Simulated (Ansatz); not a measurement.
## Electronic structure of Cl2FGeH in real space

Input file:

```
crystal:
  periodic: [false, false, false]
  atoms:
    - { symbol: Ge, position_ang: [0.209519, 0.0, 0.030711] }
    - { symbol: F, position_ang: [0.507116, 0.0, 1.689223] }
    - { symbol: H, position_ang: [1.712823, 0.0, -0.13387] }
    - { symbol: Cl, position_ang: [-0.872329, 1.727061, -0.550582] }
    - { symbol: Cl, position_ang: [-0.872329, -1.727061, -0.550582] }
basis:
  gaussian: { orbitals: def2-SVP }
hamiltonian:
  xc: hf
relax:
  f_tol: 0.03
  max_steps: 50
output:
  orbitals: {}
```

Launched as:

```sh
ansatz run input.yaml --threads 1 --pin off --max-ram 2048MiB --backend cpu --events-out ev --progress --plain --runs-dir out
```

The fields are those of the run's last geometry, not of the input's.

Level of theory: RHF/def2-SVP in Ansatz 0.2.0.

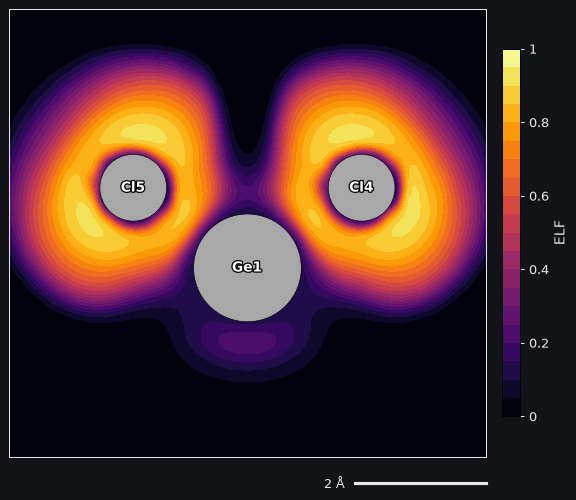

Figure 1. ELF on the plane of atoms Cl4, Ge1 and Cl5. Grey discs cover the atomic cores.

Read the bonding off the picture.

Atoms in the plane: Ge and Cl.
Ge–Cl (2.13 Å): the ELF peaks at about 0.85 in the valence shell of Cl, 0.9 Å from its nucleus, and is about 0.70 at the midpoint.
The ELF also peaks beside Cl5 and Cl4, away from the bonds: lone-pair regions.

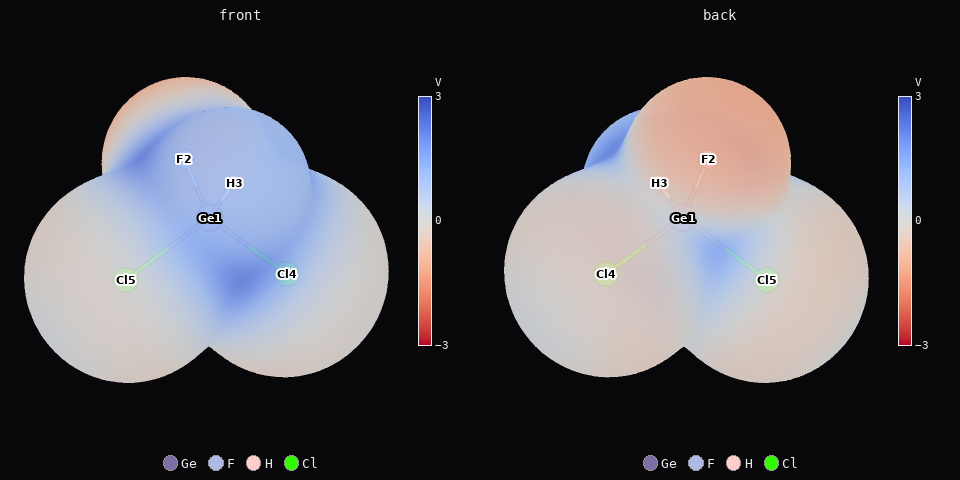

Figure 2. The electrostatic potential painted on the density surface at 0.001 e/bohr³, seen from the front and from behind; the colour scale runs from red (negative) to blue (positive).

Describe the electrostatic potential map.

The most negative region (about −1.1 V) lies over F2, the most positive (about +2.0 V) over Ge1.

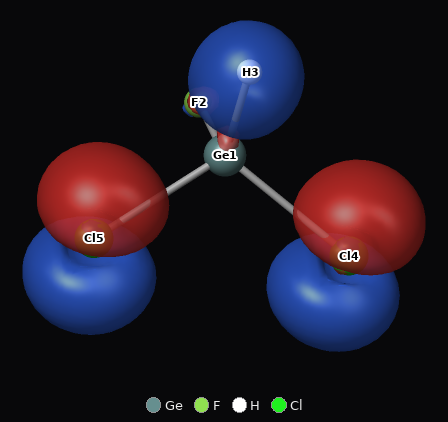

Figure 3. The HOMO−1 at ±0.15 Å⁻³ᐟ² (red and blue are the two phases), seen at a tilt.

Where does this orbital lie, and at what energy?

It lies mainly on Cl4 (about 40 %), Cl5 (about 40 %), Ge1 (about 10 %) and H3 (about 10 %); largely a combination of lone pairs on Cl4 and Cl5. Its energy is −13.09 eV.

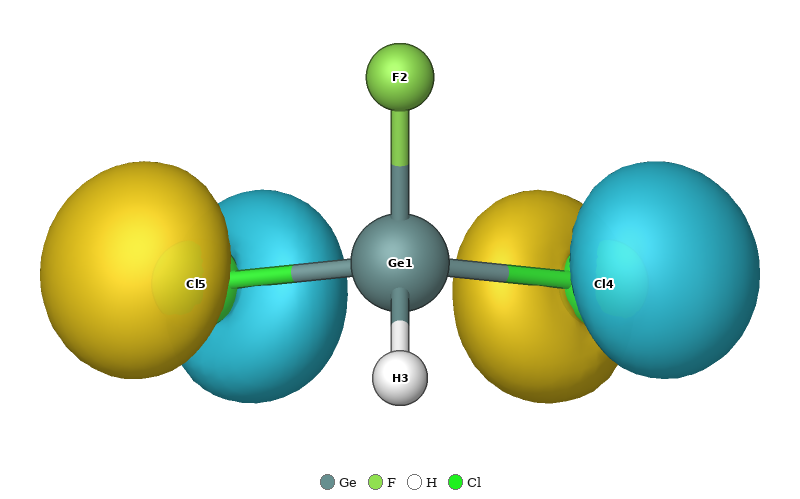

Figure 4. The HOMO at ±0.15 Å⁻³ᐟ² (yellow and cyan are the two phases), seen from one side.

Where does this orbital lie, and at what energy?

It lies mainly on Cl4 (about 45 %) and Cl5 (about 45 %); largely a combination of lone pairs on Cl4 and Cl5. Its energy is −12.92 eV.
